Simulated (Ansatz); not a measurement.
C$_{2}$H$_{3}$F$_{3}$ (SMILES FCC(F)F)

```tsv
atom	x (Å)	y (Å)	z (Å)
F	-1.4758	-0.2102	1.0495
C	-0.2136	0.1655	0.7099
C	0.0580	-0.1358	-0.7422
F	-0.8155	0.5224	-1.5303
F	-0.0756	-1.4558	-0.9807
H	0.5183	-0.3802	1.3299
H	-0.0883	1.2489	0.8781
H	1.0847	0.1713	-1.0190
```

Level of theory: RKS PBE0/def2-SVP in Ansatz.

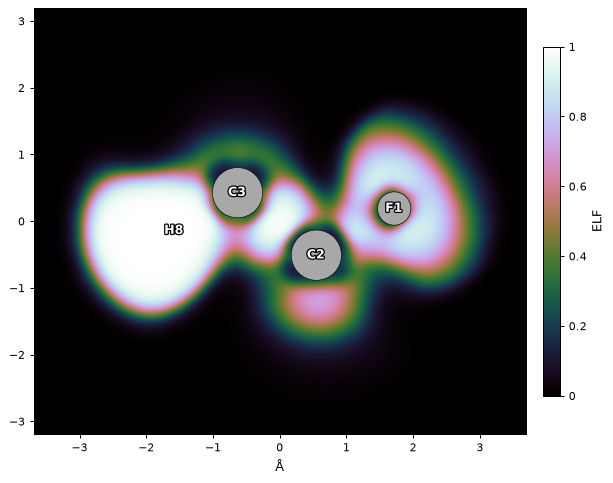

Figure 1. ELF on the plane of atoms F1, C2 and C3. Grey discs cover the atomic cores.

> Interpret the plot.

Atoms in the plane: F, C and H. C–F (1.36 Å): the ELF peaks at about 0.85 between the atoms: a shared but strongly polarised pair. C–C (1.51 Å): the ELF peaks at about 1 between the atoms; localised, covalent bonding. C–H (1.11 Å): the ELF climbs to about 1 towards the hydrogen, as it does in any bond to H; an ordinary covalent bond to hydrogen. The ELF also peaks beside F1, away from the bonds: lone-pair regions.

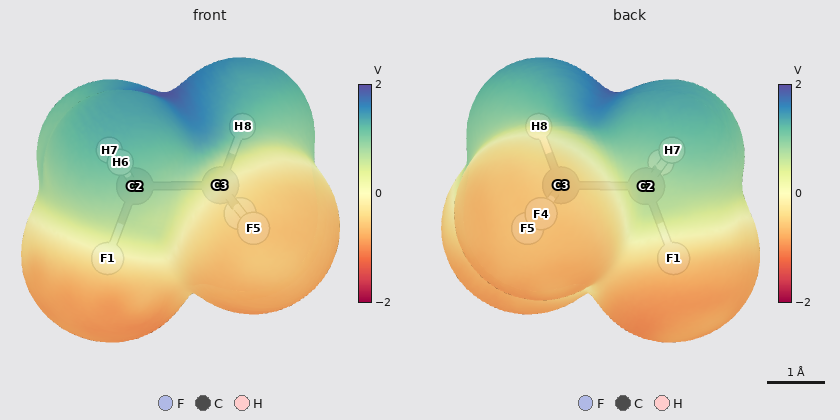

Figure 2. The electrostatic potential painted on the density surface at 0.002 e/bohr³, seen from the front and from behind; the colour scale runs from red (negative) to blue (positive).

> Where is the surface potential most negative and most positive?

The most negative region (about −1.0 V) lies over F1, the most positive (about +1.9 V) over C2.

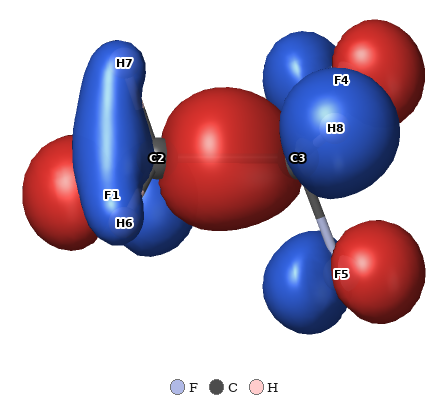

Figure 3. The HOMO at ±0.15 Å⁻³ᐟ² (blue and red are the two phases), seen from one side.

> Describe this orbital and give its energy.

It lies mainly on F1 (about 20 %), C3 (about 20 %), C2 (about 15 %), F4 (about 15 %), F5 (about 15 %) and H8 (about 10 %). Its energy is −9.45 eV.
